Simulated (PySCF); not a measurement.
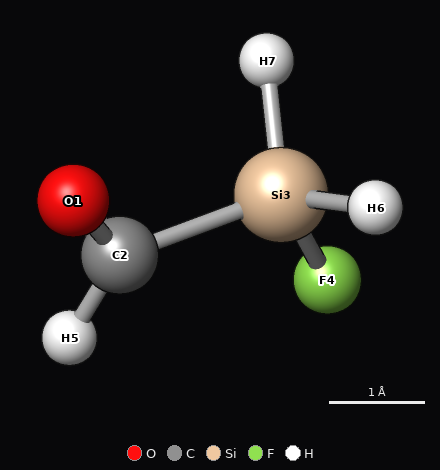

Figure 1. The input geometry (ball-and-stick view, seen at a tilt; atoms are numbered from 1 in the order of the input).

**Excited-state calculation, with input and output: CH3FOSi**

System: CH3FOSi, SMILES O=C[SiH2]F.
Method: TDDFT PBE0/def2-TZVP, vertical, gas phase, core orbitals frozen in the response (PySCF 2.14.0).

The geometry comes from this level: PBE0-D3(BJ)/def2-SVP.

**The program's output**
```
coarse grid: 6744 points
cycle   1  E = -504.1097682132  dE =  3.295e-01  |g| = 8.787e-01  |ddm| = 2.101e+00
cycle   2  E = -503.5813055433  dE =  5.285e-01  |g| = 1.882e+00  |ddm| = 1.473e+00
cycle   3  E = -504.2460072169  dE = -6.647e-01  |g| = 1.805e-01  |ddm| = 1.107e+00
cycle   4  E = -504.2501128521  dE = -4.106e-03  |g| = 1.025e-01  |ddm| = 1.279e-01
cycle   5  E = -504.2517278759  dE = -1.615e-03  |g| = 1.181e-02  |ddm| = 4.788e-02
cycle   6  E = -504.2517525039  dE = -2.463e-05  |g| = 3.966e-03  |ddm| = 7.744e-03
cycle   7  E = -504.2517559714  dE = -3.468e-06  |g| = 1.019e-03  |ddm| = 3.617e-03
final grid: 62064 points
cycle   8  E = -504.2526962265  dE = -1.001e-05  |g| = 1.009e-02  |ddm| = 1.765e-02
cycle   9  E = -504.2526318231  dE =  6.440e-05  |g| = 2.122e-02  |ddm| = 1.322e-02
cycle  10  E = -504.2527139719  dE = -8.215e-05  |g| = 9.932e-04  |ddm| = 9.794e-03
cycle  11  E = -504.2527141603  dE = -1.884e-07  |g| = 2.032e-04  |ddm| = 7.151e-04
cycle  12  E = -504.2527141661  dE = -5.754e-09  |g| = 9.549e-05  |ddm| = 1.391e-04
cycle  13  E = -504.2527141675  dE = -1.405e-09  |g| = 1.709e-05  |ddm| = 5.972e-05
cycle  14  E = -504.2527141675  dE = -6.639e-11  |g| = 2.853e-06  |ddm| = 1.260e-05
```

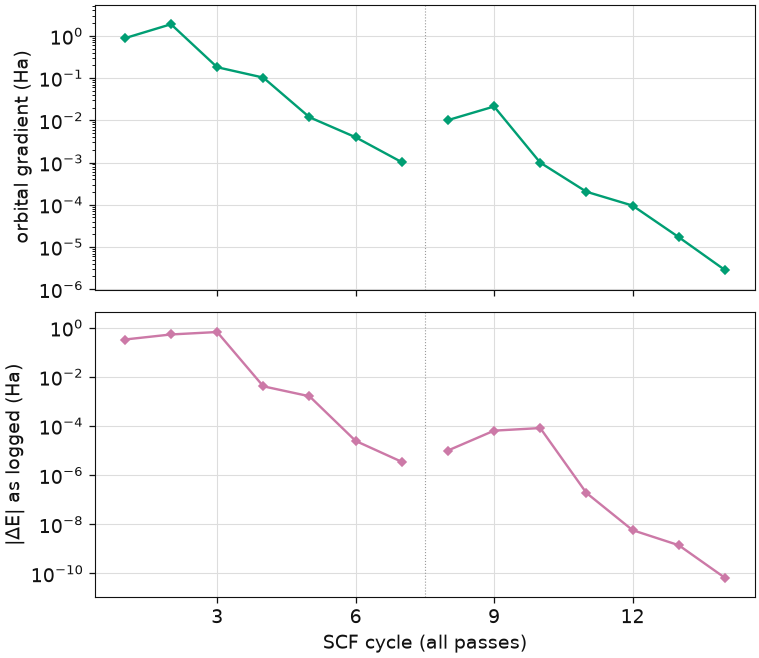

Figure 2. Convergence of the self-consistent field: orbital gradient and size of the energy change against the SCF cycle. The dotted line marks the change from a coarse to the final integration grid. The first 7 cycles use a coarse grid, the final grid takes over at cycle 8, and the field converges after 14 cycles in all.

```
converged SCF energy = -504.2527141675

Static polarisability (au): isotropic 39.042, principal 32.615 39.466 45.044

Singlet excitations
state   eV       nm        f      main configurations
  1   3.1958    388.0   0.00111   H->L 0.99
  2   5.8375    212.4   0.00075   H->L+1 0.98
  3   6.8895    180.0   0.00852   H-1->L 0.81, H->L+2 0.17
  4   7.2126    171.9   0.15943   H->L+2 0.81, H-1->L 0.16
  5   7.6953    161.1   0.00337   H-2->L 0.91
  6   7.8574    157.8   0.14995   H->L+3 0.98
  7   8.1776    151.6   0.00622   H-1->L+1 0.99
  8   8.8388    140.3   0.00253   H-4->L 0.36, H-6->L 0.36, H->L+5 0.13
  9   8.8980    139.3   0.00151   H->L+4 0.60, H-3->L 0.35
 10   9.0200    137.5   0.00185   H->L+5 0.78, H-4->L 0.09

Triplet excitations (Tamm-Dancoff, eV): 2.4413 5.4514 5.5293 6.6659
```

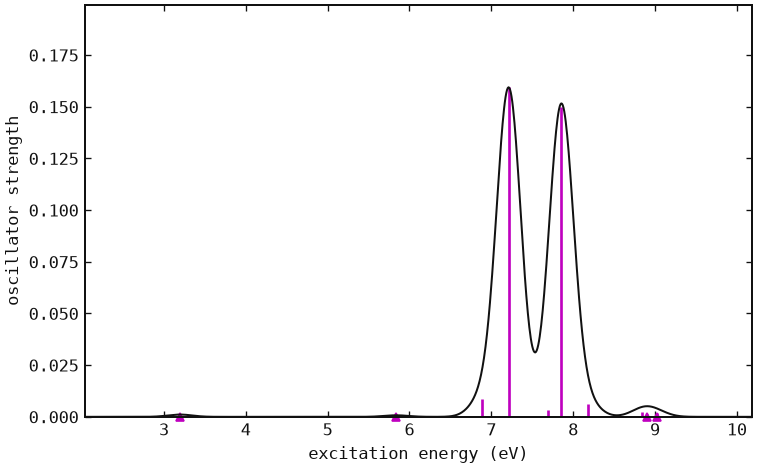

Figure 3. Computed excitations as sticks (degenerate states added up, dark ones marked on the axis), with a Gaussian envelope of 0.35 eV full width at half maximum, scaled to the tallest. Of the 10 states the lowest lies at 3.20 eV (f = 0.001); the strongest line is at 7.21 eV, or 172 nm (f = 0.159).

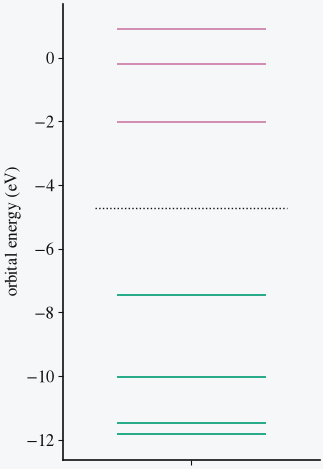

Figure 4. Orbital energies near the frontier; the dotted line parts filled from empty levels, and levels within 0.02 eV of each other stand side by side. Highest filled −7.45 eV, lowest empty −2.02 eV, 5.43 eV apart.

This output came from the following input.

**The input**
```
{"job": {"kind": "uv", "xc": "PBE0", "basis": "def2-TZVP"}, "charge": 0, "multiplicity": 1}
O      1.759133    -0.980617    -0.158308
C      1.139680     0.055522    -0.166402
Si    -0.759079    -0.051576     0.100883
F     -1.411034     1.437374     0.053142
H      1.664636     1.038081    -0.324838
H     -1.014050    -0.654177     1.436251
H     -1.345187    -0.873877    -0.990555
```

The first line tells a small driver script what to run in PySCF; the rest is the geometry in Å.

Command:
```bash
OMP_NUM_THREADS=1 python <driver script> task.json out
```

**Summary**

- outcome: converged
- total energy: −504.252714 hartree
- HOMO: −7.45 eV
- LUMO: −2.02 eV
- dipole moment: 0.82 D
- mean polarisability: 39.04 a.u.
- lowest singlet excitation: 3.20 eV
- hardware: 1 CPU thread, shared host
- wall time: 12 s
- peak memory: 0.59 GiB
